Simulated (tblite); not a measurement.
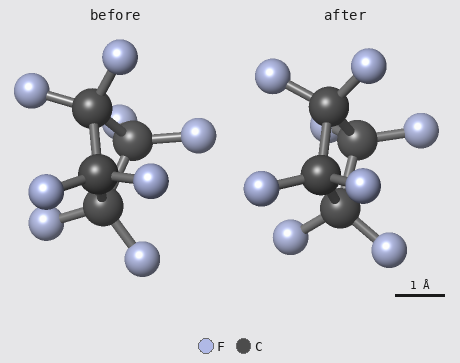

The structure of C$_{4}$F$_{8}$ before (left) and after (right) a relaxation, at one scale.

The picture is a ball-and-stick view, seen from a free direction.

Method: tblite 0.8.0, GFN2-xTB geometry optimisation, gas phase. 

Question: Describe what moved and what it gained.

Answer: The energy falls by 27.5 kJ/mol in 33 geometry steps. The largest move after the best rigid fit is that of an F atom, 0.45 Å. Largest moves by element: F 0.45 Å, C 0.16 Å. Some distances before and after: C–F 1.360 → 1.333 Å, C–C 1.555 → 1.568 Å. Bond angles that change, for instance: C–C–C 86.1° → 89.8°, C–C–F 116.4° → 113.5°, C–C–F 115.8° → 113.5°. Cost: 0.19 s on 2 threads of AMD EPYC 9R14, on a shared host.
